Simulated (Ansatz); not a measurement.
# Geometry relaxation, with input and output: Si₃NH₉ClF (part 1 of 2)

Si₃NH₉ClF, computed with RKS PBE0-D4/def2-SVP (Ansatz 0.2.0).

The input holds or restrains some coordinates. Forces given for the steps count only the free coordinates. Figures and captions count atoms from 1; the log counts them from 0 in places.

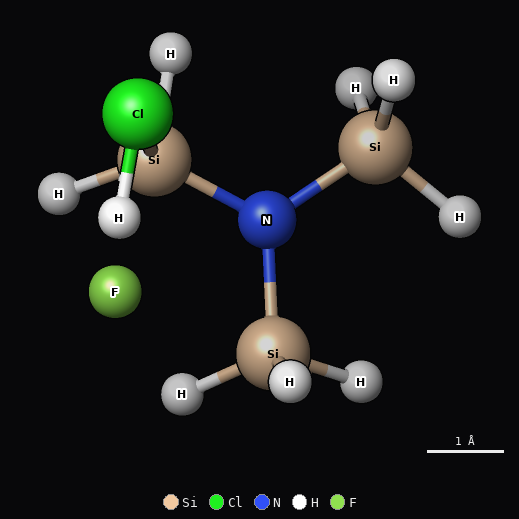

*The input geometry (ball-and-stick view, seen at a tilt).*

Bond lengths as drawn: Cl–H 1.40 Å, Cl–Si 2.33 Å, H–Si 1.45 to 1.47 Å and N–Si 1.71 to 1.78 Å.

### Key numbers

- outcome: converged under the restraints of the input
- total energy: −40477.7751 eV
- mean-field energy: −40477.3689 eV
- dispersion energy: −0.4062 eV
- SCF solution under orbital rotations: stable
- largest force (length of the vector) at the end, held atoms and coordinates included: 2.342 eV/Å
- dipole moment: 1.66 D
- hardware: 4 CPU threads, shared host
- wall time: 1.7 min (CPU time 3.5 min)
- peak memory: 0.45 GiB

### Input file
```yaml
crystal:
  periodic: [false, false, false]
  atoms:
    - {symbol: Si, position_ang: [0.466200, 1.321600, 0.449200]}
    - {symbol: Cl, position_ang: [2.757200, 0.924900, 0.492500]}
    - {symbol: N, position_ang: [-0.359300, -0.012200, -0.235900]}
    - {symbol: Si, position_ang: [-0.970300, -1.302600, 0.820400]}
    - {symbol: Si, position_ang: [-0.536400, -0.100800, -1.974600]}
    - {symbol: H, position_ang: [2.181800, 0.179500, 1.528100]}
    - {symbol: F, position_ang: [1.016200, -0.077200, 2.084900]}
    - {symbol: H, position_ang: [0.037000, 2.007400, 1.647900]}
    - {symbol: H, position_ang: [0.639200, 2.295000, -0.636200]}
    - {symbol: H, position_ang: [-1.512700, -0.678100, 2.017300]}
    - {symbol: H, position_ang: [0.092100, -2.278700, 1.036300]}
    - {symbol: H, position_ang: [-2.063300, -1.920100, 0.061400]}
    - {symbol: H, position_ang: [-1.268800, -1.320700, -2.288900]}
    - {symbol: H, position_ang: [0.792900, -0.128900, -2.594100]}
    - {symbol: H, position_ang: [-1.271800, 1.090900, -2.408300]}
basis:
  gaussian: {orbitals: def2-SVP}
hamiltonian: {xc: pbe0, dispersion: d4}
relax: {f_tol: 0.04, max_steps: 150, escape_saddle: false, constraints: [{distance: [0, 6]}, {distance: [1, 5]}, {distance: [0, 1]}, {distance: [5, 6]}]}
```

Command:
```bash
ansatz run in.yaml --threads 4 --pin off --events-out ev --progress --plain --max-ram 66560MiB --backend cpu
```

### The program's output
```
Functional definition: PBE0
  name "PBE0"
  cite "Adamo & Barone, J. Chem. Phys. 110, 6158 (1999) doi:10.1063/1.478522"
  cite "Perdew, Burke & Ernzerhof, Phys. Rev. Lett. 77, 3865 (1996) doi:10.1103/PhysRevLett.77.3865"
  parent pbe
  parameter a = 0.25
  parameter kappa = 0.804
  parameter beta = 0.06672455060314922
  exchange = (1 - a)*pbe_x(kappa = kappa, mu = beta*pi^2/3) + a*exact_x
  correlation = pbe_c(beta = beta)
1487 factors; integrals over basis functions are off by at most 5.1e-4 eV
mean field evaluation 1: about -40471.1042 eV, gradient 5.6e1 eV
mean field evaluation 2: about -40457.2192 eV, gradient 9.7e1 eV
mean field evaluation 4: about -40477.1576 eV, gradient 2.0e0 eV
mean field evaluation 8: about -40477.1813 eV, gradient 1.9e-1 eV
mean field evaluation 16: about -40477.1813 eV, gradient 2.4e-5 eV
mean field -40477.18132871 eV, -1487.5089774112 hartree, gradient 2.4e-5 eV, S^2 0.000000; 0 other end points of the search recorded, 0 dependent functions left out
the calculation of the forces begins
reference -40477.18136059 eV, -1487.5089785826 hartree; 42, 42 occupied and 103, 103 virtual orbitals, 1487 factors
relax step   1: F+E_penalty+E_count = -40477.59370998 eV  Δ(F+E_penalty+E_count) = +0.000e0 eV  max|allowed force component| = 6.515e-1 eV/Å  Δτ_max = 0.0000 Å  (27 SCF iters, accepted)
  distance Si 0 - F 6 held at 2.221409 Å   reaction = +5.9437e-1 eV/Å
  distance Cl 1 - H 5 held at 1.399705 Å   reaction = -1.3807e0 eV/Å
  distance Si 0 - Cl 1 held at 2.325495 Å   reaction = +1.5455e-1 eV/Å
  distance H 5 - F 6 held at 1.317021 Å   reaction = +1.3039e0 eV/Å
these checks for a lower state are left out or cut short: starts, cluster_reference, orbital_swaps, neighbouring_geometries, increment
1487 factors; integrals over basis functions are off by at most 5.4e-4 eV
mean field -40477.31581164 eV, -1487.5139195678 hartree, gradient 1.2e-5 eV, S^2 0.000000; 0 other end points of the search recorded, 0 dependent functions left out
[... from here on the field's lines of each further geometry are left out, up to the last ...]
relax step   2: F+E_penalty+E_count = -40477.72433931 eV  Δ(F+E_penalty+E_count) = -1.306e-1 eV  max|allowed force component| = 2.195e-1 eV/Å  Δτ_max = 0.1038 Å  (29 SCF iters, accepted)
relax step   3: F+E_penalty+E_count = -40477.73612200 eV  Δ(F+E_penalty+E_count) = -1.178e-2 eV  max|allowed force component| = 1.167e-1 eV/Å  Δτ_max = 0.0401 Å  (30 SCF iters, accepted)
relax step   4: F+E_penalty+E_count = -40477.73959161 eV  Δ(F+E_penalty+E_count) = -3.470e-3 eV  max|allowed force component| = 5.961e-2 eV/Å  Δτ_max = 0.0314 Å  (30 SCF iters, accepted)
relax step   5: F+E_penalty+E_count = -40477.74098803 eV  Δ(F+E_penalty+E_count) = -1.396e-3 eV  max|allowed force component| = 6.946e-2 eV/Å  Δτ_max = 0.0481 Å  (29 SCF iters, accepted)
relax step   6: F+E_penalty+E_count = -40477.74422782 eV  Δ(F+E_penalty+E_count) = -3.240e-3 eV  max|allowed force component| = 3.803e-2 eV/Å  Δτ_max = 0.0546 Å  (29 SCF iters, accepted)
relax step   7: F+E_penalty+E_count = -40477.74611990 eV  Δ(F+E_penalty+E_count) = -1.892e-3 eV  max|allowed force component| = 5.124e-2 eV/Å  Δτ_max = 0.0595 Å  (29 SCF iters, accepted)
relax step   8: F+E_penalty+E_count = -40477.74794762 eV  Δ(F+E_penalty+E_count) = -1.828e-3 eV  max|allowed force component| = 8.430e-2 eV/Å  Δτ_max = 0.1039 Å  (29 SCF iters, accepted)
relax step   9: F+E_penalty+E_count = -40477.74938532 eV  Δ(F+E_penalty+E_count) = -1.438e-3 eV  max|allowed force component| = 7.959e-2 eV/Å  Δτ_max = 0.0400 Å  (29 SCF iters, accepted)
relax step  10: F+E_penalty+E_count = -40477.75210391 eV  Δ(F+E_penalty+E_count) = -2.719e-3 eV  max|allowed force component| = 9.698e-2 eV/Å  Δτ_max = 0.1182 Å  (29 SCF iters, accepted)
relax step  11: F+E_penalty+E_count = -40477.75331746 eV  Δ(F+E_penalty+E_count) = -1.214e-3 eV  max|allowed force component| = 1.554e-1 eV/Å  Δτ_max = 0.0954 Å  (29 SCF iters, accepted)
relax step  12: F+E_penalty+E_count = -40477.75522523 eV  Δ(F+E_penalty+E_count) = -1.908e-3 eV  max|allowed force component| = 1.278e-1 eV/Å  Δτ_max = 0.0489 Å  (30 SCF iters, accepted)
relax step  13: F+E_penalty+E_count = -40477.75944368 eV  Δ(F+E_penalty+E_count) = -4.218e-3 eV  max|allowed force component| = 9.786e-2 eV/Å  Δτ_max = 0.1173 Å  (28 SCF iters, accepted)
relax step  14: F+E_penalty+E_count = -40477.76053147 eV  Δ(F+E_penalty+E_count) = -1.088e-3 eV  max|allowed force component| = 2.441e-1 eV/Å  Δτ_max = 0.1952 Å  (28 SCF iters, accepted)
relax step  15: F+E_penalty+E_count = -40477.76460645 eV  Δ(F+E_penalty+E_count) = -4.075e-3 eV  max|allowed force component| = 1.233e-1 eV/Å  Δτ_max = 0.0280 Å  (30 SCF iters, accepted)
relax step  16: F+E_penalty+E_count = -40477.76930572 eV  Δ(F+E_penalty+E_count) = -4.699e-3 eV  max|allowed force component| = 8.075e-2 eV/Å  Δτ_max = 0.0949 Å  (29 SCF iters, accepted)
relax step  17: F+E_penalty+E_count = -40477.77130264 eV  Δ(F+E_penalty+E_count) = -1.997e-3 eV  max|allowed force component| = 1.546e-1 eV/Å  Δτ_max = 0.1673 Å  (29 SCF iters, accepted)
relax step  18: F+E_penalty+E_count = -40477.77334096 eV  Δ(F+E_penalty+E_count) = -2.038e-3 eV  max|allowed force component| = 1.193e-1 eV/Å  Δτ_max = 0.0175 Å  (24 SCF iters, accepted)
relax step  19: F+E_penalty+E_count = -40477.77425485 eV  Δ(F+E_penalty+E_count) = -9.139e-4 eV  max|allowed force component| = 5.187e-2 eV/Å  Δτ_max = 0.0376 Å  (30 SCF iters, accepted)
the calculation of the forces begins
reference -40477.36886632 eV, -1487.5158692912 hartree; 42, 42 occupied and 103, 103 virtual orbitals, 1487 factors
relax step  20: F+E_penalty+E_count = -40477.77503827 eV  Δ(F+E_penalty+E_count) = -7.834e-4 eV  max|allowed force component| = 1.874e-2 eV/Å  Δτ_max = 0.0528 Å  (29 SCF iters, accepted)
  distance Si 0 - F 6 held at 2.221409 Å   reaction = +3.4016e-1 eV/Å
  distance Cl 1 - H 5 held at 1.399705 Å   reaction = -1.2197e0 eV/Å
  distance Si 0 - Cl 1 held at 2.325495 Å   reaction = +2.2562e-2 eV/Å
  distance H 5 - F 6 held at 1.317021 Å   reaction = +1.2464e0 eV/Å
1487 factors; integrals over basis functions are off by at most 5.6e-4 eV
mean field evaluation 160: about -40477.3688 eV, gradient 6.2e-2 eV
```

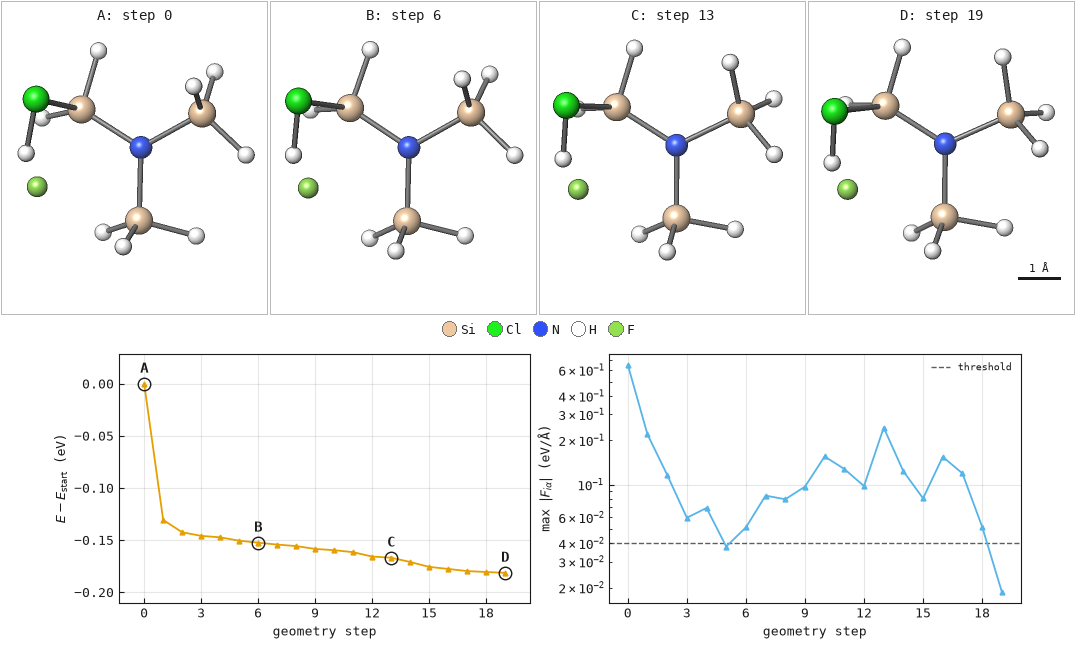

*Frames of the restrained relaxation (ball-and-stick view, seen at a tilt) above the curves, on which the letters mark them (the first geometry is step 0 here and step 1 in the log).*

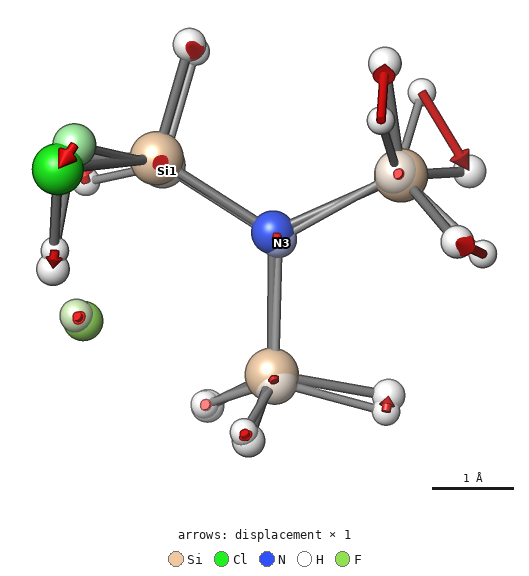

*Start (faint) and end (solid) with the displacements as red arrows, at true length (ball-and-stick view, seen at a tilt). The two geometries are laid on each other by the best rigid fit.*

The energy falls by 0.181 eV in 19 geometry steps. Largest force component: 0.65 eV/Å at the start, 0.019 eV/Å at the end. The largest move after the best rigid fit is that of H15, 1.18 Å. By element the largest moves are H 1.18 Å, Cl 0.39 Å, Si 0.24 Å, F 0.17 Å, N 0.11 Å. Among the contacts that change: Si4–H12 1.467 → 1.505 Å, Si1–H8 1.446 → 1.479 Å, Si4–H10 1.455 → 1.485 Å, Si4–H11 1.459 → 1.488 Å. Among the angles that change: N3–Si4–H10 107.8° → 113.4°, Si4–N3–Si5 121.3° → 115.7°, N3–Si4–H11 108.9° → 113.8°. (Atoms are counted from 1 in the order of the input.)

```
mean field -40477.36883414 eV, -1487.5158681088 hartree, gradient 1.0e-5 eV, S^2 0.000000; 1 other end points of the search recorded, 0 dependent functions left out
the calculation of the forces begins
reference -40477.36886632 eV, -1487.5158692912 hartree; 42, 42 occupied and 103, 103 virtual orbitals, 1487 factors
Total energy: -40477.77507045 eV, -1487.5307970175 hartree
Atom 0 at     0.706695     1.312629     0.390845 Å, force     0.053507    -0.204545     0.272434 eV/Å
Atom 1 at     2.908923     0.666785     0.766348 Å, force     0.702494     0.565885    -0.810007 eV/Å
Atom 2 at    -0.285487     0.072684    -0.237949 Å, force    -0.008918     0.001896    -0.018743 eV/Å
Atom 3 at    -0.989129    -1.184027     0.820320 Å, force    -0.015503    -0.014253     0.012652 eV/Å
Atom 4 at    -0.649154    -0.083065    -1.961136 Å, force     0.016939     0.002067     0.000973 eV/Å
Atom 5 at     2.084876     0.016486     1.692216 Å, force    -1.896341    -0.671101     1.198609 eV/Å
Atom 6 at     0.838665    -0.096580     2.102969 Å, force     1.158944     0.331786    -0.650359 eV/Å
Atom 7 at     0.313741     2.212771     1.496099 Å, force     0.001419    -0.007234    -0.001732 eV/Å
Atom 8 at     1.098145     2.156759    -0.775123 Å, force    -0.007748    -0.008632     0.002742 eV/Å
Atom 9 at    -1.640409    -0.633222     2.036447 Å, force     0.006218    -0.003391    -0.009194 eV/Å
Atom 10 at    -0.074658    -2.327154     1.085813 Å, force    -0.001354     0.007384    -0.002924 eV/Å
Atom 11 at    -2.086429    -1.728978    -0.053413 Å, force     0.004658     0.000161     0.003419 eV/Å
Atom 12 at    -0.394534    -1.487672    -2.398725 Å, force    -0.002539     0.007992    -0.001167 eV/Å
Atom 13 at     0.242363     0.842075    -2.720638 Å, force    -0.009392    -0.006339     0.005813 eV/Å
Atom 14 at    -2.073608     0.260508    -2.244073 Å, force    -0.002384    -0.001676    -0.002515 eV/Å
Dipole moment:     0.192751     0.210218    -0.195288 e Å
```

### Trajectory as extended XYZ (Å, eV, eV/Å), 20 frames, from step=1 to step=20
```
15
Properties=species:S:1:pos:R:3:forces:R:3 step=1 energy=-40477.59371
Si    0.4662    1.3216    0.4492    0.4370  -1.0522   0.2049
Cl    2.7572    0.9249    0.4925    0.6627   0.7778  -0.9512
N    -0.3593   -0.0122   -0.2359   -0.0348   0.2036   0.3720
Si   -0.9703   -1.3026    0.8204    0.5141   0.4935  -0.2887
Si   -0.5364   -0.1008   -1.9746    0.1065   0.3233   0.4038
H     2.1818    0.1795    1.5281   -1.8589  -0.9394   1.4568
F     1.0162   -0.0772    2.0849    1.0591   0.3937  -0.8395
H     0.0370    2.0074    1.6479   -0.2601   0.4569   0.4161
H     0.6392    2.2950   -0.6362   -0.0027   0.3131  -0.3941
H    -1.5127   -0.6781    2.0173   -0.2596   0.0678   0.6126
H     0.0921   -2.2787    1.0363    0.2061  -0.5773   0.2092
H    -2.0633   -1.9201    0.0614   -0.4269  -0.2985  -0.2301
H    -1.2688   -1.3207   -2.2889   -0.3143  -0.5223  -0.2161
H     0.7929   -0.1289   -2.5941    0.4344   0.0022  -0.3498
H    -1.2718    1.0909   -2.4083   -0.2626   0.3579  -0.4059
15
Properties=species:S:1:pos:R:3:forces:R:3 step=2 energy=-40477.72434
Si    0.4915    1.3231    0.4556    0.1361  -0.3482   0.3105
Cl    2.7851    0.9446    0.5204    0.5196   0.7305  -0.8737
N    -0.3759    0.0095   -0.2167    0.0548  -0.0939   0.2195
Si   -0.9520   -1.3077    0.8401    0.0618   0.0575   0.0203
Si   -0.5357   -0.0674   -1.9683   -0.0420   0.1036  -0.0971
H     2.1701    0.1698    1.5106   -1.7366  -0.9888   1.5131
F     1.0136   -0.0983    2.0809    1.0112   0.5915  -1.0251
H     0.0220    2.0940    1.6178    0.0101   0.0526   0.1318
H     0.6538    2.2874   -0.6655    0.0412   0.0492  -0.1461
H    -1.5135   -0.7509    2.0913   -0.0158   0.0244   0.1193
H     0.0577   -2.3674    1.0753    0.0750  -0.0717   0.0018
H    -2.0721   -1.9432    0.0934   -0.1195  -0.0301  -0.1216
H    -1.2664   -1.3074   -2.3168   -0.0820  -0.1501  -0.0146
H     0.7999   -0.0970   -2.6233    0.1373   0.0121  -0.0198
H    -1.2781    1.1110   -2.4949   -0.0512   0.0614  -0.0184
15
Properties=species:S:1:pos:R:3:forces:R:3 step=3 energy=-40477.73612
Si    0.4911    1.3326    0.4460    0.1620  -0.3371   0.3276
Cl    2.7840    0.9561    0.5397    0.5403   0.7355  -0.8666
N    -0.3680    0.0042   -0.2107   -0.0123   0.0189   0.1004
Si   -0.9489   -1.3136    0.8446    0.0163   0.0006   0.0423
Si   -0.5404   -0.0645   -1.9658   -0.0044  -0.0038  -0.1167
H     2.1577    0.1738    1.5168   -1.7541  -0.9927   1.4697
F     0.9933   -0.0997    2.0681    1.0511   0.5773  -0.9256
H     0.0393    2.1090    1.6219    0.0319   0.0098  -0.0509
H     0.6689    2.2774   -0.7012   -0.0243  -0.0216   0.0214
H    -1.5005   -0.7688    2.1144    0.0061  -0.0266  -0.0296
H     0.0568   -2.3894    1.0683   -0.0130   0.0156  -0.0264
H    -2.0795   -1.9307    0.0779    0.0064   0.0250   0.0099
H    -1.2695   -1.3180   -2.3116    0.0150   0.0149   0.0063
H     0.8071   -0.0840   -2.6155   -0.0193   0.0111   0.0126
H    -1.2916    1.1156   -2.4927   -0.0016  -0.0268   0.0255
15
Properties=species:S:1:pos:R:3:forces:R:3 step=4 energy=-40477.73959
Si    0.5001    1.3298    0.4375    0.1117  -0.2917   0.3548
Cl    2.7928    0.9633    0.5690    0.5322   0.7323  -0.8916
N    -0.3729    0.0057   -0.2090    0.0382   0.0190   0.0531
Si   -0.9462   -1.3160    0.8454   -0.0272  -0.0036   0.0138
Si   -0.5471   -0.0642   -1.9668   -0.0052  -0.0130  -0.0596
H     2.1545    0.1780    1.5359   -1.7738  -0.9941   1.4393
F     0.9820   -0.1010    2.0670    1.0681   0.5719  -0.8972
H     0.0606    2.1253    1.6055    0.0226  -0.0100  -0.0420
H     0.6721    2.2664   -0.7180    0.0175  -0.0376   0.0182
H    -1.4956   -0.7843    2.1218    0.0169  -0.0244  -0.0332
H     0.0584   -2.3973    1.0503   -0.0175   0.0261  -0.0189
H    -2.0839   -1.9206    0.0765    0.0236   0.0126   0.0273
H    -1.2676   -1.3242   -2.3118    0.0305   0.0326   0.0080
H     0.8027   -0.0712   -2.6141   -0.0409   0.0085   0.0110
H    -1.3099    1.1103   -2.4891    0.0035  -0.0286   0.0171
15
Properties=species:S:1:pos:R:3:forces:R:3 step=5 energy=-40477.74099
Si    0.5087    1.3245    0.4346    0.1414  -0.3046   0.3139
Cl    2.8000    0.9533    0.5763    0.5349   0.7334  -0.8609
N    -0.3673    0.0041   -0.2101    0.0007  -0.0108   0.0224
Si   -0.9505   -1.3138    0.8431   -0.0096  -0.0078   0.0012
Si   -0.5511   -0.0639   -1.9678   -0.0062  -0.0079  -0.0114
H     2.1561    0.2014    1.5658   -1.7761  -1.0692   1.3731
F     0.9777   -0.1091    2.0654    1.0879   0.6683  -0.8277
H     0.0708    2.1289    1.5955    0.0205  -0.0045  -0.0149
H     0.6929    2.2518   -0.7256    0.0072  -0.0183   0.0146
H    -1.4925   -0.7845    2.1224    0.0080  -0.0127  -0.0220
H     0.0460   -2.4030    1.0404   -0.0092   0.0154  -0.0127
H    -2.0940   -1.9062    0.0748    0.0093   0.0058   0.0207
H    -1.2370   -1.3415   -2.3114    0.0157   0.0064  -0.0006
H     0.7916   -0.0299   -2.6246   -0.0108   0.0075   0.0047
H    -1.3512    1.0882   -2.4786   -0.0135  -0.0010  -0.0004
```
